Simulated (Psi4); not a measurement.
**SiPH5 (SMILES [SiH3]P), run twice**

Aim: the energy in a field of SiPH5 at SCS-OMP2/def2-SVP (dipole perturbation λ (added as +λ·μ, a field of −λ) (0, 0, 0.02) a.u.).

The calculation is run with Psi4 1.11.

2 further runs of the same task are left out: 2 set aside as unsound or not needed.

## 1. The structure to begin with

The species is SiPH5 (7 atoms), meant as a singlet with charge 0. As SMILES, `[SiH3]P`. The coordinates come from a GFN2-xTB relaxation.

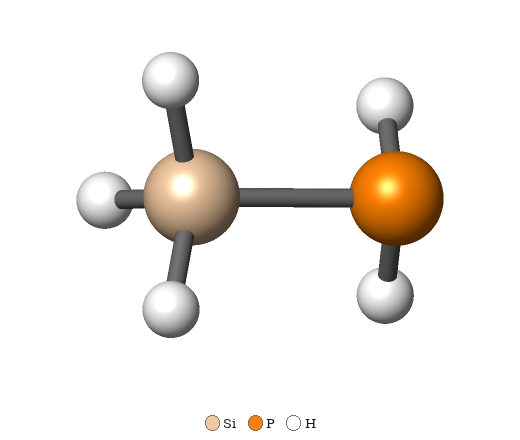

The structure, seen from a chosen angle (silicon light orange, phosphorus orange, hydrogen white).

## 2. Try one

input.inp reads:

```
memory 1600 mb

molecule {
  Si    -1.21099319    -0.68323048    -0.74818037
  P      2.00558523    -0.01723430     1.90423922
  H     -3.44969504    -1.13939147     0.80566584
  H     -0.56487693    -2.91836075    -2.23862626
  H     -1.68282001     1.45302931    -2.44466310
  H      1.25606316     2.38150845     2.62127690
  H      3.64671789     0.92367923     0.10026887
  units au
  symmetry c1
  no_reorient
  no_com
}

set basis def2-SVP
set reference rhf
set scf_type pk
set mp2_type conv
set perturb_h true
set perturb_with dipole
set perturb_dipole [0.0, 0.0, 0.02]
set diis false
set scf_initial_accelerator none
set guess core
set maxiter 100

e = energy("scs-omp2")
```

Command:

```sh
$ psi4 -n 1 input.inp input.out
```

input.out:

```text
Psi4 1.11 release

   => Loading Basis Set <=

    Name: DEF2-SVP
    Role: ORBITAL
    Keyword: BASIS

         ---------------------------------------------------------
                                   SCF
                              RHF Reference
                        1 Threads,   1525 MiB Core
         ---------------------------------------------------------

  ==> Geometry <==

    Molecular point group: c1
    Full point group: C1

    Geometry (in Bohr), charge = 0, multiplicity = 1:

       Center              X                  Y                   Z               Mass
    ------------   -----------------  -----------------  -----------------  -----------------
         SI          -1.210993190000    -0.683230480000    -0.748180370000    27.976926534650
         P            2.005585230000    -0.017234300000     1.904239220000    30.973761998420
         H           -3.449695040000    -1.139391470000     0.805665840000     1.007825032230
         H           -0.564876930000    -2.918360750000    -2.238626260000     1.007825032230
         H           -1.682820010000     1.453029310000    -2.444663100000     1.007825032230
         H            1.256063160000     2.381508450000     2.621276900000     1.007825032230
         H            3.646717890000     0.923679230000     0.100268870000     1.007825032230

[... 76 lines left out ...]
  ==> Iterations <==

                        Total Energy        Delta E     RMS |[F,P]|

   @RHF iter   1:  -618.66622183195989   -6.18666e+02   4.97105e-02
   @RHF iter   2:  -625.16087060126961   -6.49465e+00   3.47837e-02
   @RHF iter   3:  -621.62940746979814    3.53146e+00   4.98443e-02
[... 6 lines of this table left out ...]
   @RHF iter  10:  -615.28734228754649    2.17336e-01   4.57618e-02
[... 80 lines of further cycles ...]
   @RHF iter  91:  -615.50257253405255   -2.13341e-01   4.81509e-02
   @RHF iter  92:  -615.28923143853729    2.13341e-01   4.57642e-02
   @RHF iter  93:  -615.50257253405141   -2.13341e-01   4.81509e-02
[... 6 lines of this table left out ...]
   @RHF iter 100:  -615.28923143853831    2.13341e-01   4.57642e-02

PsiException: Could not converge SCF iterations in 100 iterations.

  Failed to converge.

psi4.driver.p4util.exceptions.SCFConvergenceError: Could not converge SCF iterations in 100 iterations.

Printing out the relevant lines from the Psithon --> Python processed input file:
    core.set_global_option("PERTURB_DIPOLE", [0.0, 0.0, 0.02])
    core.set_global_option("DIIS", "false")
    core.set_global_option("SCF_INITIAL_ACCELERATOR", "none")
    core.set_global_option("GUESS", "core")
    core.set_global_option("MAXITER", 100)
--> e = energy("scs-omp2")

!-------------------------------------------------------!
!                                                       !
!  Could not converge SCF iterations in 100 iterations. !
!                                                       !
!-------------------------------------------------------!

    Psi4 run time: 0:00:01.05
```

Wall time 2.1 s (1 thread of Intel Xeon 6975P-C (Granite Rapids), shared host); peak memory 0.17 GiB.

## 3. What went wrong

The iterations ended before the threshold was met.

The log says `Could not converge SCF iterations in 100 iterations.`. The cause is that the convergence aids are set badly. The sound input differs in these keys, not all of which need be the cause: diis at its default in place of no; scf initial accelerator at its default in place of none; starting guess at its default in place of core.

## 4. The mended input

h5psi.inp reads:

```
memory 1600 mb

molecule mol {
  Si    -1.21099319    -0.68323048    -0.74818037
  P      2.00558523    -0.01723430     1.90423922
  H     -3.44969504    -1.13939147     0.80566584
  H     -0.56487693    -2.91836075    -2.23862626
  H     -1.68282001     1.45302931    -2.44466310
  H      1.25606316     2.38150845     2.62127690
  H      3.64671789     0.92367923     0.10026887
  units bohr
  symmetry c1
  no_reorient
  no_com
}

set globals {
  basis          def2-SVP
  reference      rhf
  scf_type       pk
  mp2_type       conv
  perturb_h      true
  perturb_with   dipole
  perturb_dipole [0.0, 0.0, 0.02]
}

energy_value = energy("scs-omp2")
```

Command:

```sh
$ psi4 -n 1 h5psi.inp h5psi.out
```

h5psi.out:

```text
[...]
  Running in c1 symmetry.
[...]
  Nuclear repulsion =   91.841635256306176
[...]
  Multiplicity = 1
[...]
  Nalpha       = 17
  Nbeta        = 17
[...]
    Number of basis functions: 61
[...]
   @RHF iter   1:  -632.34526249525254   -4.32062e-01   3.01609e-03 DIIS/ADIIS
[...]
   @RHF iter  10:  -632.38737236643999   -2.84217e-12   4.95682e-09 DIIS
[...]
    Orbital Energies [Eh]
    ---------------------
    Doubly Occupied:
       1A    -79.921900     2A    -68.753718     3A     -7.496488
       4A     -6.128849     5A     -5.395795     6A     -5.395211
       7A     -5.394054     8A     -4.239197     9A     -4.238501
      10A     -4.238090    11A     -0.884947    12A     -0.705288
      13A     -0.558340    14A     -0.500051    15A     -0.485132
      16A     -0.456177    17A     -0.391840
[...]
  @RHF Final Energy:  -632.38737236643999
   => Energetics <=
    Nuclear Repulsion Energy =             91.8416352563061764
    One-Electron Energy =               -1058.0908570891090221
    Two-Electron Energy =                 333.8618494663628553
    Total Energy =                       -632.3873723664399904
[...]
 Multipole Moments:
 ------------------------------------------------------------------------------------
     Multipole            Electronic (a.u.)      Nuclear  (a.u.)        Total (a.u.)
 ------------------------------------------------------------------------------------
 L = 1.  Multiply by 2.5417464519 to convert [e a0] to [Debye]
 Dipole X            :        -12.5651572           12.3352629           -0.2298944
 Dipole Y            :          9.3025298           -9.1232765            0.1792533
 Dipole Z            :        -18.0885680           16.9329854           -1.1555826
 Magnitude           :                                                    1.1917862
[...]
	SCS-MP2 Total Energy (a.u.)        :  -632.64756383526560
	SOS-MP2 Total Energy (a.u.)        :  -632.65315947437091
[...]
	MP2 Total Energy (a.u.)            :  -632.63865911843186
[...]
	SCS-OMP2 Total Energy (a.u.)       :  -632.64920483251376
	SOS-OMP2 Total Energy (a.u.)       :  -632.63374866966865
[...]
	OMP2 Total Energy (a.u.)           :  -632.63865888874113
[...]
```

Run time: 5.4 s. Hardware: 1 thread of Intel Xeon 6975P-C (Granite Rapids), shared host; peak memory 0.26 GiB.

## 5. Results

Level: SCS-OMP2/def2-SVP (dipole perturbation λ (added as +λ·μ, a field of −λ) (0, 0, 0.02) a.u.).

| quantity | value |
| --- | --- |
| total energy | -632.64920 Eh |
| HOMO–LUMO gap (Hartree–Fock orbitals) | 14.55 eV |
| correlation energy | -261.8 mEh |
